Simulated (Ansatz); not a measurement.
**Single-point calculation, with input and output: C2H9NSi**

The run: single-point calculation of C2H9NSi. Method and program: RKS PBE0-D4/def2-TZVPP (Ansatz 0.2.0).

The geometry comes from this level: PBE0-D4/def2-TZVP.

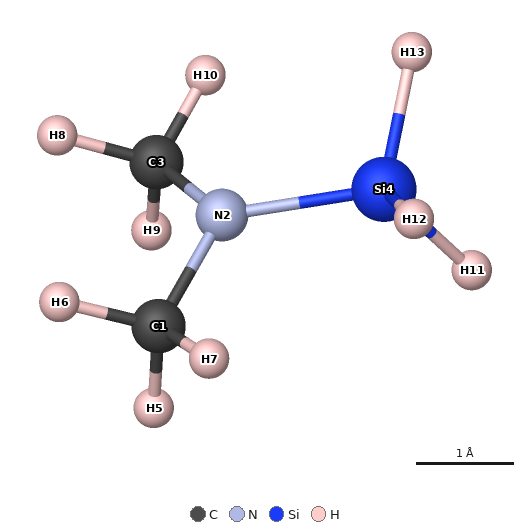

Figure 1. The input geometry (ball-and-stick view, seen at a tilt; atoms are numbered from 1 in the order of the input).

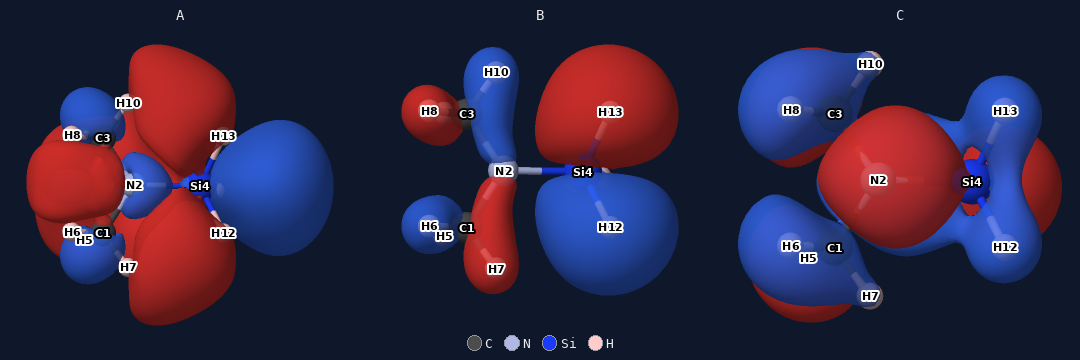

Figure 2. Three frontier orbitals at ±0.05 Å⁻³ᐟ² (red and blue are the two phases). B is the HOMO−1 (−9.45 eV). By Hirshfeld shares it lies mainly on Si4 (40 %), H12 (25 %) and H13 (25 %). C is the HOMO (−6.39 eV). Its weight (Hirshfeld) is mainly on N2 (50 %) and Si4 (10 %). A is the LUMO (0.56 eV). It is spread over the whole molecule. The HOMO–LUMO gap is 6.95 eV between the orbital energies.

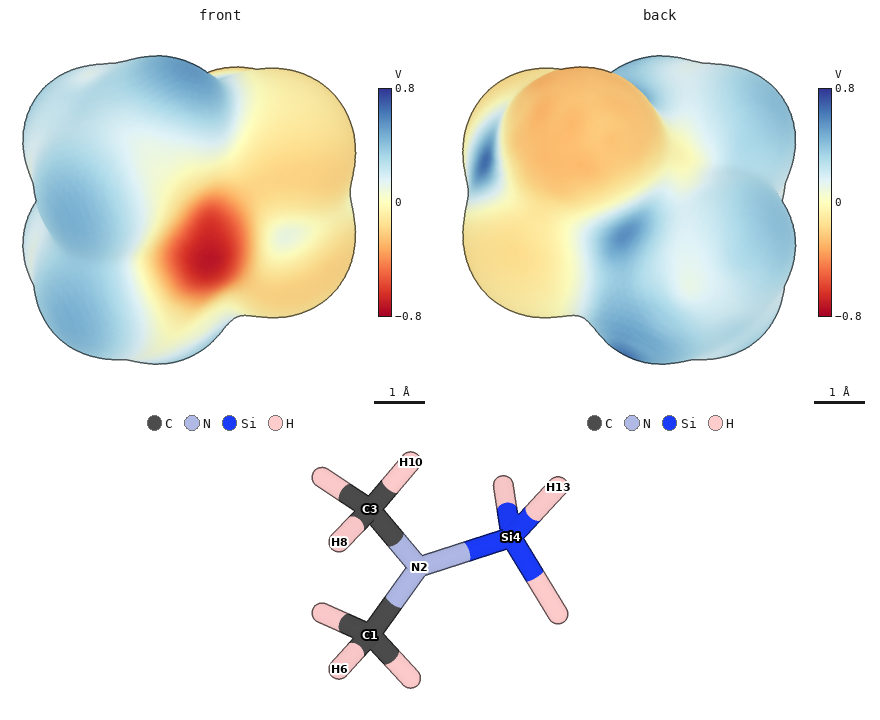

Figure 3. The molecular electrostatic potential painted on the density surface at 0.001 e/bohr³, seen at a tilt and from behind; the colour scale runs from red (negative) to blue (positive). The bare structure is drawn below in the same view. A positive charge is drawn to the negative regions and a negative charge to the positive ones.

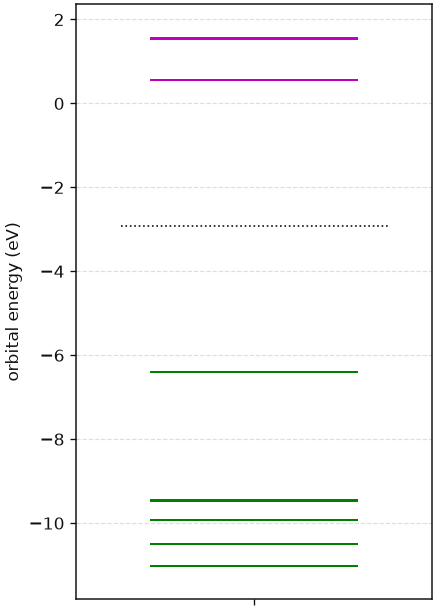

Figure 4. Orbital energies near the frontier; the dotted line parts filled from empty levels, and levels within 0.02 eV of each other stand side by side. Highest filled −6.39 eV, lowest empty 0.56 eV, 6.95 eV apart.

The input that produced these results follows, with the program's output.

The input
```yaml
crystal:
  periodic: [false, false, false]
  atoms:
    - {symbol: C, position_ang: [-0.853399, 1.051464, -0.567418]}
    - {symbol: N, position_ang: [-0.064295, 0.101377, 0.176945]}
    - {symbol: C, position_ang: [1.257324, 0.576782, 0.503671]}
    - {symbol: Si, position_ang: [-0.404351, -1.580401, 0.101948]}
    - {symbol: H, position_ang: [-0.416110, 1.292475, -1.548479]}
    - {symbol: H, position_ang: [-0.947511, 1.991470, -0.009415]}
    - {symbol: H, position_ang: [-1.860696, 0.663664, -0.735383]}
    - {symbol: H, position_ang: [1.197400, 1.509099, 1.079020]}
    - {symbol: H, position_ang: [1.870059, 0.778322, -0.388362]}
    - {symbol: H, position_ang: [1.787117, -0.156700, 1.115698]}
    - {symbol: H, position_ang: [0.068741, -2.275320, -1.137069]}
    - {symbol: H, position_ang: [-1.879715, -1.752298, 0.167039]}
    - {symbol: H, position_ang: [0.265635, -2.234734, 1.256705]}
basis:
  gaussian: {orbitals: def2-TZVPP}
hamiltonian: {xc: pbe0, dispersion: d4}
output: {orbitals: {seedname: orbitals}}
```

Command:
```bash
ansatz run in.yaml --threads 4 --pin off --events-out ev --progress --plain --max-ram 10444MiB
```

Log
```
Functional definition: PBE0
  name "PBE0"
  cite "Adamo & Barone, J. Chem. Phys. 110, 6158 (1999) doi:10.1063/1.478522"
  cite "Perdew, Burke & Ernzerhof, Phys. Rev. Lett. 77, 3865 (1996) doi:10.1103/PhysRevLett.77.3865"
  parent pbe
  parameter a = 0.25
  parameter kappa = 0.804
  parameter beta = 0.06672455060314922
  exchange = (1 - a)*pbe_x(kappa = kappa, mu = beta*pi^2/3) + a*exact_x
  correlation = pbe_c(beta = beta)
1337 factors; their error is unknown
mean field evaluation 1: about -11574.3165 eV, gradient 6.0e1 eV
mean field evaluation 2: about -11563.9553 eV, gradient 8.9e1 eV
mean field evaluation 4: about -11582.2615 eV, gradient 4.6e0 eV
mean field evaluation 8: about -11582.3013 eV, gradient 2.6e-2 eV
mean field evaluation 16: about -11582.3102 eV, gradient 4.6e-5 eV
mean field -11582.31022540 eV, -425.6420500117 hartree, gradient 4.6e-5 eV, S^2 0.000000; 0 other end points of the search recorded, 0 dependent functions left out
reference -11582.31026078 eV, -425.6420513117 hartree; 21, 21 occupied and 240, 240 virtual orbitals, 1337 factors
Total energy: -11582.52015494 eV, -425.6497647801 hartree
```

Results in brief

```tsv
quantity	value
outcome	converged
total energy	−11582.5202 eV
mean-field energy	−11582.3103 eV
dispersion energy	−0.2099 eV
SCF solution under orbital rotations	stable
HOMO	−6.39 eV
LUMO	0.56 eV
hardware	4 threads of INTEL XEON PLATINUM @ 2.10GHz, 23 GiB of memory available, shared host
wall time	2.3 s (CPU time 7.1 s)
peak memory	0.6 GiB
```
